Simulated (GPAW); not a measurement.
# A GW chain in GPAW: BN (Qingsongite)

Aim: the G0W0 gap of BN (Qingsongite) on PBE, step by step.

Method: PBE and many-body steps on it, plane waves, in GPAW 26.7.0.

**1. Starting point**

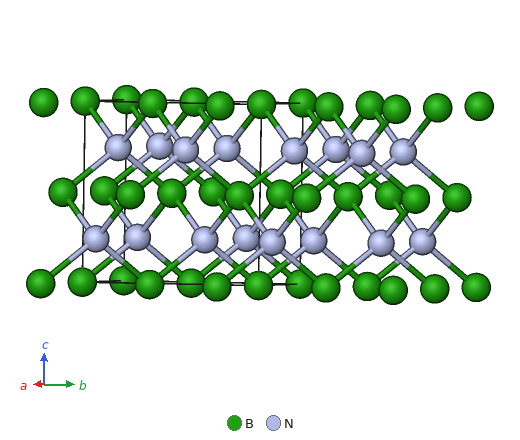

Start, viewed slightly off an axis; boron green, nitrogen light blue. 2×2×1 cells are drawn. This picture shows the conventional cell, with its axes. Bonds to atoms that aren't drawn are left out. Some periodic images of atoms are drawn too.

As a file:

```
B N
1.0
     0.00000    1.80750    1.80750
     1.80750    0.00000    1.80750
     1.80750    1.80750    0.00000
B N
1 1
Cartesian
  0.0000 0.0000 0.0000
  0.9037 0.9038 0.9037
```

The cell and positions come from the Crystallography Open Database and are kept as given unless a step says otherwise.

**2. Ground state**

This step: GPAW 26.7.0; DFT, PBE, plane waves, PAW.

The ground-state density comes first.

run.py reads:

```python
import json
import numpy as np
from gpaw.mpi import world
from ase import Atoms
from gpaw import GPAW, PW, FermiDirac

atoms = Atoms(['B', 'N'],
    cell=[[0.0000000000, 1.8075000000, 1.8075000000],
      [1.8075000000, 0.0000000000, 1.8075000000],
      [1.8075000000, 1.8075000000, 0.0000000000]],
    scaled_positions=[[0.0000000000, 0.0000000000, 0.0000000000],
      [0.2500000000, 0.2500000000, 0.2500000000]],
    pbc=(True, True, True))
calc = GPAW(mode=PW(600),
    xc='PBE',
    kpts={'size': (12, 12, 12), 'gamma': True},
    occupations=FermiDirac(0.001),
    nbands=-7,
    convergence={'density': 1e-6, 'bands': -3},
    maxiter=100,
    txt='gs.txt')
atoms.calc = calc
res = {'energy': atoms.get_potential_energy()}
kpts = calc.get_ibz_k_points()
res['kpts'] = kpts
res['eigenvalues'] = [calc.get_eigenvalues(kpt=k) for k in range(len(kpts))]
res['n_electrons'] = calc.get_number_of_electrons()
calc.write('gs.gpw')

if world.rank == 0:
    with open('result.json', 'w') as f:
        json.dump(res, f, default=lambda x: x.tolist())
```

On the command line:

```console
> mpirun -n 4 gpaw python run.py
```

Numbers of over 12 decimals in the logs are rounded to 6 here.

The log of the run:

```text
__  _  _
 | _ |_)|_||  |
 |__||  | ||/\| - 26.7.0

Input parameters:
  mode=PW(ecut=600.0),
  convergence={'density': 1e-06, 'bands': -3},
  kpts=MonkhorstPack(size=(12, 12, 12), gamma=True),
  maxiter=100,
  nbands=-7,
  occupations=Occupations(name='fermi-dirac', width=0.001, fixmagmom=False),
  xc=XC(name='PBE')
  [... matrices ...]
Diagonalizing LCAO Hamiltonian
Converting LCAO to pw mode

          N
       B

Atoms  # Å, Bohr magnetons
|   | symbol |        x |        y |        z |    initial magnetic moments |
| 0 |      B | 0.000000 | 0.000000 | 0.000000 | ( 0.0000,  0.0000,  0.0000) |
| 1 |      N | 0.903750 | 0.903750 | 0.903750 | ( 0.0000,  0.0000,  0.0000) |

Unit cell  # Å
| periodic |        x |        y |        z |  lengths |    angles |
|      yes | 0.000000 | 1.807500 | 1.807500 | 2.556191 | 60.000000 |
|      yes | 1.807500 | 0.000000 | 1.807500 | 2.556191 | 60.000000 |
|      yes | 1.807500 | 1.807500 | 0.000000 | 2.556191 | 60.000000 |

Number of symmetries: 24
Symmetry operations  # r_c * U_cc + t_c -> r_c
|    | kind |            matrix            |
|  0 |  E   |  1, 0, 0,  0, 1, 0,  0, 0, 1 |
|  1 |  σ   |  1, 0, 0,  0, 0, 1,  0, 1, 0 |
|  2 |  σ   |  1, 0,-1,  0, 1,-1,  0, 0,-1 |
|  3 |  C3  |  1, 0,-1,  0, 0,-1,  0, 1,-1 |
|  4 |  C3  |  1,-1, 0,  0,-1, 1,  0,-1, 0 |
|  5 |  σ   |  1,-1, 0,  0,-1, 0,  0,-1, 1 |
|  6 |  σ   |  0, 1, 0,  1, 0, 0,  0, 0, 1 |
|  7 |  C3  |  0, 1, 0,  0, 0, 1,  1, 0, 0 |
|  8 |  C2  |  0, 1,-1,  1, 0,-1,  0, 0,-1 |
|  9 |  S4  |  0, 1,-1,  0, 0,-1,  1, 0,-1 |
| 10 |  C3  |  0, 0, 1,  1, 0, 0,  0, 1, 0 |
| 11 |  σ   |  0, 0, 1,  0, 1, 0,  1, 0, 0 |
| 12 |  S4  |  0, 0,-1,  1, 0,-1,  0, 1,-1 |
| 13 |  C3  |  0, 0,-1,  0, 1,-1,  1, 0,-1 |
| 14 |  S4  |  0,-1, 1,  1,-1, 0,  0,-1, 0 |
| 15 |  C2  |  0,-1, 1,  0,-1, 0,  1,-1, 0 |
| 16 |  C3  |  0,-1, 0,  1,-1, 0,  0,-1, 1 |
| 17 |  S4  |  0,-1, 0,  0,-1, 1,  1,-1, 0 |
| 18 |  S4  | -1, 1, 0, -1, 0, 1, -1, 0, 0 |
| 19 |  C3  | -1, 1, 0, -1, 0, 0, -1, 0, 1 |
| 20 |  C3  | -1, 0, 1, -1, 1, 0, -1, 0, 0 |
| 21 |  S4  | -1, 0, 1, -1, 0, 0, -1, 1, 0 |
| 22 |  σ   | -1, 0, 0, -1, 1, 0, -1, 0, 1 |
| 23 |  C2  | -1, 0, 0, -1, 0, 1, -1, 1, 0 |

BZ-sampling:
  Number of BZ points: 1728
  Number of IBZ points: 72

  Monkhorst-Pack size: [12, 12, 12]
  Monkhorst-Pack shift: [0.041667, 0.041667, 0.041667]

K-points  # in reciprocal-cell coordinates
|     |                                coordinates |     weight |
|   0 | ( -0.00000000,  -0.00000000,  -0.00000000) | 0.00057870 |
|   1 | (  0.08333333,   0.08333333,  -0.00000000) | 0.00347222 |
|   2 | (  0.08333333,   0.08333333,   0.08333333) | 0.00462963 |
|   3 | (  0.16666667,   0.08333333,   0.08333333) | 0.00694444 |
|   4 | (  0.16666667,   0.16666667,  -0.00000000) | 0.00347222 |
|   5 | (  0.16666667,   0.16666667,   0.08333333) | 0.01388889 |
|   6 | (  0.16666667,   0.16666667,   0.16666667) | 0.00462963 |
|   7 | (  0.25000000,   0.16666667,   0.08333333) | 0.01388889 |
|   8 | (  0.25000000,   0.16666667,   0.16666667) | 0.01388889 |
|   9 | (  0.25000000,   0.25000000,  -0.00000000) | 0.00347222 |
| ... |                                            |            |
|  71 | (  0.50000000,   0.50000000,   0.50000000) | 0.00231481 |

Plane wave coefficients: 411
Cutoff: 600.0 eV

Spin-components: 1 (collinear spins)
Bands:           11
Projectors:      10
Spin-degeneracy: 2
Datatype:        complex128

  Storage: CPU
  Wave functions: 5_208_192 bytes (1_302_048 per core)
  Projectors: 9_942_912 bytes (2_485_728 per core)
  [... matrices ...]
Parallelization:
  kpt:    4
  domain: 1
  band:   1

Density:
  Valence electrons: 8.0
  Components: 1
  Grid points: [15 15 15]
  Charge: 0.0  # |e|

Potential:
  Grid points: [15 15 15]

species:
  B:
    name:    Boron
    Z:       5.0
    valence: 3
    core:    2
    charge:  0.0  # [|e|]
    compensation charges:
      type: gauss
      rc: 0.20  # [Å]
      lmax: 2
    cutoffs:
      filter: 1.14  # [Å]
      core: 1.38  # [Å]
    projectors
    | kind |    occ | energy [eV] | rcut [Å] |
    |   2s |  2.000 |      -9.443 |    0.635 |
    |   2p |  1.000 |      -3.606 |    0.635 |
    |    s |        |      17.768 |    0.635 |
    |    p |        |      23.605 |    0.635 |
    |    d |        |       0.000 |    0.635 |

    Using partial waves for B as LCAO basis

  N:
    name:    Nitrogen
    Z:       7.0
    valence: 5
    core:    2
    charge:  0.0  # [|e|]
    compensation charges:
      type: gauss
      rc: 0.18  # [Å]
      lmax: 2
    cutoffs:
      filter: 1.11  # [Å]
      core: 0.96  # [Å]
    projectors
    | kind |    occ | energy [eV] | rcut [Å] |
    |   2s |  2.000 |     -18.583 |    0.603 |
    |   2p |  3.000 |      -7.089 |    0.529 |
    |    s |        |       8.629 |    0.603 |
    |    p |        |      20.123 |    0.529 |
    |    d |        |       0.000 |    0.577 |

    Using partial waves for N as LCAO basis

Reference energy: -2151.211071  # eV

eigensolver:
  PPCG
  Converge bands: -3
  niter=2

density mixing:
  MSR1-Mixer
  Pratt-step length: 0.05
  Maximum mixing coefficient: 0.75
  Old densities: 10
  SVD Regularization: 0.005
  Good broyden scale: 1.0
  Trust region scale: 1.0
  Backstep threshold: 4.0
  History deletion threshold: 6.0
  Fourier metric: weight=20.0, sigma=0.015

occupation numbers:
  Fermi-Dirac:
    width: 0.0010  # eV

poisson solver:
  ecut: 4800.0  # eV

xc functional:
  name: PBE with 2 nearest neighbor stencil

Initialization done in: 1.198 s

convergence criteria:
- Maximum integral of absolute [dens]ity change: 1e-06 electrons / valence electron
- Maximum [total energy] change in last 3 cyles: 0.0005 eV / valence electron
- Maximum integral of absolute [eigenst]ate change: 4e-08 eV^2 / valence electron
maximum number of iterations: 100

SCF iterations
|iter     |     time |      energy | eigst |  dens |
|iter:   1|  |  -18.122923 | +1.23 |       |
|iter:   2|  |  -17.956520 | -0.56 | -0.74 |
|iter:   3|  |  -17.327259 | -1.08 | -0.79 |
|iter:   4|  |  -17.319305 | -2.37 | -1.38 |
|iter:   5|  |  -17.318938 | -3.15 | -1.83 |
|iter:   6|  |  -17.319000c| -4.70 | -2.59 |
|iter:   7|  |  -17.319000c| -6.32 | -3.56 |
|iter:   8|  |  -17.319000c| -8.07c| -4.31 |
|iter:   9|  |  -17.319000c| -8.40c| -5.43 |
|iter:  10|  |  -17.319000c| -9.38c| -6.12c|

Converged in 10 steps
SCF loop duration: 1.307 s (0.131 s/step)
Energy contributions relative to reference atoms: (reference = -2151.211071)
  [... matrices ...]
Energy contributions:
  Kinetic:          15.379270
  Coulomb:         -14.392317
  Zero:             -0.001229
  External:          0.000000
  Xc:              -18.304724
  Entropy:          -0.000000
  Spinorbit:         0.000000
  ----------------------------
  Free energy:     -17.319000
  Extrapolated:    -17.319000

dipole moment: (-7.307154, -7.307154, -7.307154)  # |e|*Ang

Fermi level: 12.317
Eigenvalues  # (at kpt = [-0.000, -0.000, -0.000])
| band index |      eig [eV] | occ [0-2] |
|          0 |       -10.152 |     2.000 |
|          1 |        10.095 |     2.000 |
|          2 |        10.095 |     2.000 |
|          3 |        10.095 |     2.000 |
|          4 |        18.923 |     0.000 |
|          5 |        18.923 |     0.000 |
|          6 |        18.923 |     0.000 |
|          7 |        20.427 |     0.000 |
|          8 |        34.855 |     0.000 |
|          9 |        37.983 |     0.000 |
|         10 |        38.126 |     0.000 |

Gap: 4.457 eV
Transition (v -> c):
  (s=0, k=0, n=3, [-0.00, -0.00, -0.00]) -> (s=0, k=65, n=4, [0.50, 0.50, -0.00])
Direct/indirect transitions are different
Direct gap: 8.828 eV
Transition at: (s=0, k=0, n=3, [-0.00, -0.00, -0.00])
# Writing to gs.gpw (mode='')
  [... matrices ...]
```

It took 4.2 s on 4 MPI ranks of Intel Xeon Platinum 8488C (Sapphire Rapids), shared host; peak memory 0.6 GiB.

Numbers from this step:

```
total energy               : -17.32 eV
gap                        : 4.457 eV
k of the valence top       : 0, 0, 0
k of the conduction bottom : 0.5, 0.5, 0
least direct gap           : 8.828 eV
```

The gap is indirect, with the least direct gap 4.37 eV higher.

**3. Bands along the symmetry lines**

Levels along a band path, at the cheap level, show where the edges lie and whether the meshes to come will hold them.

run.py reads:

```python
import json
import numpy as np
from gpaw.mpi import world
from gpaw import GPAW

path = [[0.000000, 0.000000, 0.000000],
    [-0.062500, -0.062500, 0.000000],
    [-0.125000, -0.125000, 0.000000],
    [-0.187500, -0.187500, 0.000000],
    [-0.250000, -0.250000, 0.000000],
    [-0.312500, -0.312500, 0.000000],
    [-0.375000, -0.375000, 0.000000],
    [-0.437500, -0.437500, 0.000000],
    [-0.500000, -0.500000, 0.000000],
    [-0.484375, -0.484375, 0.031250],
    [-0.468750, -0.468750, 0.062500],
    [-0.453125, -0.453125, 0.093750],
    [-0.437500, -0.437500, 0.125000],
    [-0.421875, -0.421875, 0.156250],
    [-0.406250, -0.406250, 0.187500],
    [-0.390625, -0.390625, 0.218750],
    [-0.375000, -0.375000, 0.250000],
    [-0.375000, 0.000000, 0.375000],
    [-0.328125, 0.000000, 0.328125],
    [-0.281250, 0.000000, 0.281250],
    [-0.234375, 0.000000, 0.234375],
    [-0.187500, 0.000000, 0.187500],
    [-0.140625, 0.000000, 0.140625],
    [-0.093750, 0.000000, 0.093750],
    [-0.046875, 0.000000, 0.046875],
    [0.000000, 0.000000, 0.000000],
    [0.000000, 0.000000, 0.062500],
    [0.000000, 0.000000, 0.125000],
    [0.000000, 0.000000, 0.187500],
    [0.000000, 0.000000, 0.250000],
    [0.000000, 0.000000, 0.312500],
    [0.000000, 0.000000, 0.375000],
    [0.000000, 0.000000, 0.437500],
    [-0.000000, -0.000000, 0.500000],
    [-0.062500, -0.031250, 0.468750],
    [-0.125000, -0.062500, 0.437500],
    [-0.187500, -0.093750, 0.406250],
    [-0.250000, -0.125000, 0.375000],
    [-0.312500, -0.156250, 0.343750],
    [-0.375000, -0.187500, 0.312500],
    [-0.437500, -0.218750, 0.281250],
    [-0.500000, -0.250000, 0.250000],
    [-0.500000, -0.281250, 0.218750],
    [-0.500000, -0.312500, 0.187500],
    [-0.500000, -0.343750, 0.156250],
    [-0.500000, -0.375000, 0.125000],
    [-0.500000, -0.406250, 0.093750],
    [-0.500000, -0.437500, 0.062500],
    [-0.500000, -0.468750, 0.031250],
    [-0.500000, -0.500000, 0.000000]]
calc = GPAW('gs.gpw').fixed_density(kpts=path,
    symmetry='off',
    nbands=14,
    convergence={'bands': 10},
    txt='bands.txt')
res = {}
kpts = calc.get_ibz_k_points()
res['kpts'] = kpts
res['eigenvalues'] = [calc.get_eigenvalues(kpt=k) for k in range(len(kpts))]
res['n_electrons'] = calc.get_number_of_electrons()

if world.rank == 0:
    with open('result.json', 'w') as f:
        json.dump(res, f, default=lambda x: x.tolist())
```

On the command line:

```console
> mpirun -n 4 gpaw python run.py
```

The log of the run:

```text
Diagonalizing LCAO Hamiltonian
Converting LCAO to pw mode
convergence criteria:
- Maximum integral of absolute [eigenst]ate change: 4e-08 eV^2 / valence electron
maximum number of iterations: 100

SCF iterations
|iter     |     time |      energy | eigst |  dens |
|iter:   1|  |             | +2.44 |       |
|iter:   2|  |             | +0.60 |       |
|iter:   3|  |             | -1.06 |       |
|iter:   4|  |             | -3.12 |       |
|iter:   5|  |             | -5.30 |       |
|iter:   6|  |             | -6.73 |       |
|iter:   7|  |             | -8.26c|       |
SCF steps: 7
  __  _  _
 | _ |_)|_||  |
 |__||  | ||/\| - 26.7.0

Input parameters:
  mode=PW(ecut=600.0),
  convergence={'bands': 10},
  gpts=array([15, 15, 15]),
  kpts=KPoints(kpts=array([[ 0.      ,  0.      ,  0.      ],
         [-0.0625  , -0.0625  ,  0.      ],
         [-0.125   , -0.125   ,  0.      ],
         [-0.1875  , -0.1875  ,  0.      ],
[...]
[-0.484375, -0.484375,  0.03125 ],
[...]
[-0.453125, -0.453125,  0.09375 ],
[...]
[-0.421875, -0.421875,  0.15625 ],
[...]
[-0.390625, -0.390625,  0.21875 ],
[...]
[-0.328125,  0.      ,  0.328125],
[...]
[-0.234375,  0.      ,  0.234375],
[...]
[-0.140625,  0.      ,  0.140625],
[...]
[-0.046875,  0.      ,  0.046875],
         [ 0.      ,  0.      ,  0.      ],
         [ 0.      ,  0.      ,  0.0625  ],
         [ 0.      ,  0.      ,  0.125   ],
[...]
[ 0.      ,  0.      ,  0.375   ],
         [ 0.      ,  0.      ,  0.4375  ],
[...]
[-0.5     , -0.4375  ,  0.0625  ],
         [-0.5     , -0.46875 ,  0.03125 ],
         [-0.5     , -0.5     ,  0.      ]])),
  maxiter=100,
  nbands=14,
  occupations=Occupations(name='fermi-dirac', width=0.001, fixmagmom=False),
  parallel={},
  symmetry=Symmetry(point_group=False, time_reversal=False),
  xc=XC(name='PBE')
  [... matrices ...]
timing:  # [seconds]
  Total: 0.037  # ━━━━━━━━━━━━━━━━━━━━━━━━━━━━━━━━━━━━━━━━━━━━━━━━━━━━━━━━━━━
```

Elapsed: 3.5 s, on 4 MPI ranks; peak memory 0.52 GiB; 13 s of CPU time.

Numbers from this step:

* gap: 4.457 eV
* k of the valence top: 0, 0, 0
* k of the conduction bottom: -0.5, -0.5, 0
* least direct gap: 8.828 eV

The gap is 4.457 eV, as in the run before at this level.

The electronic bands at the labelled points (eV, zero at the top of the highest filled band; v1 is the highest filled band, c1 the lowest empty one):

```tsv
point	v4	v3	v2	v1	c1	c2	c3	c4
Γ	-20.25	0.00	0.00	0.00	8.83	8.83	8.83	10.33
X	-14.67	-8.91	-4.90	-4.90	4.46	9.23	17.96	17.96
U	-14.59	-8.13	-7.67	-4.08	6.91	12.88	15.84	16.70
jump to K	-14.59	-8.13	-7.67	-4.08	6.91	12.88	15.84	16.70
Γ	-20.25	0.00	0.00	0.00	8.83	8.83	8.83	10.33
L	-16.04	-10.69	-1.93	-1.93	10.14	10.72	10.72	15.27
W	-14.36	-7.58	-6.97	-6.51	9.61	13.31	14.51	14.68
X	-14.67	-8.91	-4.90	-4.90	4.46	9.23	17.96	17.96
```

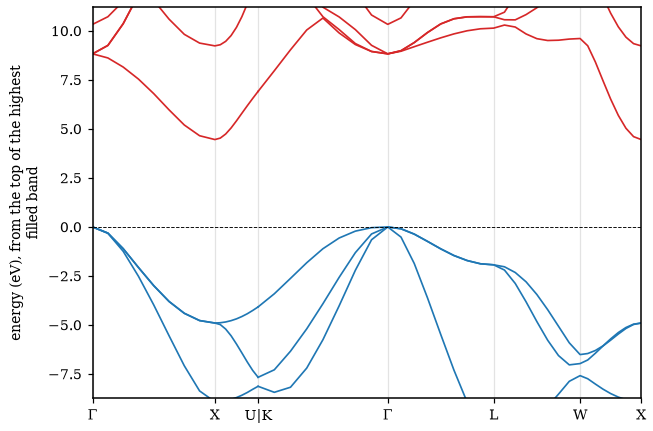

Electronic bands along the path; lines of filled and empty bands in two colours.

**4. Empty states on the mesh, 8×8×8 mesh, 185 bands**

The sums over transitions need many empty states on a uniform mesh; this step solves for them.

run.py reads:

```python
import json
import numpy as np
from gpaw.mpi import world
from gpaw import GPAW

calc = GPAW('gs.gpw').fixed_density(kpts={'size': (8, 8, 8), 'gamma': True},
    parallel={'domain': 1, 'band': 1},
    txt='nscf.txt')
calc.diagonalize_full_hamiltonian(nbands=185)
calc.write('full.gpw', mode='all')
res = {}
kpts = calc.get_ibz_k_points()
res['kpts'] = kpts
res['eigenvalues'] = [calc.get_eigenvalues(kpt=k) for k in range(len(kpts))]
res['n_electrons'] = calc.get_number_of_electrons()

if world.rank == 0:
    with open('result.json', 'w') as f:
        json.dump(res, f, default=lambda x: x.tolist())
```

On the command line:

```console
> mpirun -n 4 gpaw python run.py
```

The log of the run:

```text
Diagonalizing LCAO Hamiltonian
Converting LCAO to pw mode
convergence criteria:
- Maximum integral of absolute [eigenst]ate change: 4e-08 eV^2 / valence electron
maximum number of iterations: 100

SCF iterations
|iter     |     time |      energy | eigst |  dens |
|iter:   1|  |             | +1.31 |       |
|iter:   2|  |             | -0.43 |       |
|iter:   3|  |             | -2.62 |       |
|iter:   4|  |             | -4.35 |       |
|iter:   5|  |             | -6.15 |       |
|iter:   6|  |             | -7.59c|       |
SCF steps: 6
  __  _  _
 | _ |_)|_||  |
 |__||  | ||/\| - 26.7.0

Input parameters:
  mode=PW(ecut=600.0),
  convergence={'density': 1e-06, 'bands': -3},
  gpts=array([15, 15, 15]),
  kpts=MonkhorstPack(size=(8, 8, 8), gamma=True),
  maxiter=100,
  nbands=11,
  occupations=Occupations(name='fermi-dirac', width=0.001, fixmagmom=False),
  parallel={'domain': 1, 'band': 1},
  xc=XC(name='PBE')
Matrix size: 411x411
# Writing to full.gpw (mode='all')
  [... matrices ...]

timing:  # [seconds]
  Total: 0.888  # ━━━━━━━━━━━━━━━━━━━━━━━━━━━━━━━━━━━━━━━━━━━━━━━━━━━━━━━━━━━
```

Run time: 4.1 s. Hardware: 4 MPI ranks; peak memory 0.7 GiB.

This step gave:

- gap: 4.457 eV
- k of the valence top: 0, 0, 0
- k of the conduction bottom: 0.5, 0.5, 0
- least direct gap: 8.828 eV
- k points computed: 29
- lowest point of the top converged band, above the valence top: 326.8667 eV

On this mesh the gap is 4.457 eV.

(Continued in part 2 of 2.)

[Paths, hosts, dates, memory and timing lines, banners, echoed tables and standing remarks are left out of the program output.]

[Logs are printed without paths, hosts, clocks, repeated set-up lines and the standing remarks that a program may print on its own settings, such as how far it seeks lower states.]

[Runs of the session that timed out or met a known fault of the program may be left out.]

[Hosts, paths, dates, database ids (printed as entryN), source tags and the programs' standing remarks are cut or masked in the printed files.]
